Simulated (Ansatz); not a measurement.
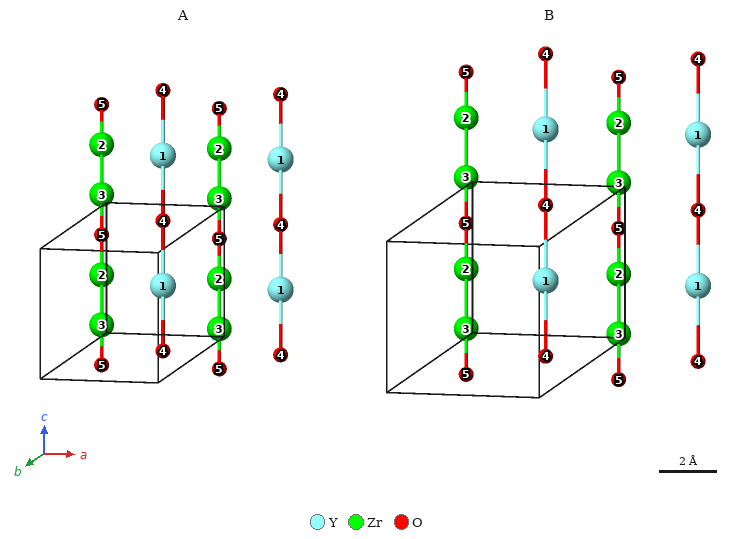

Two geometries of solid YZr$_{2}$O$_{2}$ (a generated structure, set up in P-6m2) (coarse preliminary run), drawn at one scale. One is the start of a relaxation, the other its converged end. A ball-and-stick model of the cell of the calculation, repeated 2 × 1 × 2 with one cell outlined, seen from a free direction.

Computed with DFT PBE, scalar-relativistic, plane waves, PAW in Ansatz. Settings: plane-wave cutoff 420 eV; k-point mesh 6 × 6 × 4; occupations gaussian; smearing width 0.1 eV; no spin polarisation; cell and atoms relaxed; force threshold 0.04 eV/Å; at most 70 steps.

> Which of the two is the end point?

Structure B is the relaxed one. The largest moves relative to the cell, 0.035 Å, are those of Zr2 and Zr3. Zr2 goes along +c. Y and O stay in place. The drawn cell changes as follows: a = b 4.183 → 5.420 Å (+29.6 %), c 5.234 → 6.077 Å (+16.1 %); the volume changes by +94.9 %. Near-neighbour distances that change, for instance: Y1–Zr2 2.615 → 3.351 Å, Zr2–Zr3 3.227 → 3.676 Å, Y1–O4 2.617 → 3.038 Å, Zr2–Zr3 (another image) 2.007 → 2.400 Å. The space group stays P-6m2 (No. 187). The energy falls by 9.601 eV per cell of the calculation in 13 accepted moves (16 points after the start). The largest force component goes from 4.5 to 0.004 eV/Å. Pressure: 79.34 GPa at the start and 0.11 GPa at the end. The SCF was repeated 3 times at an unchanged geometry on a basis and grid sized afresh for the cell, which shifted the energy by 0.853 eV per cell of the calculation at most.
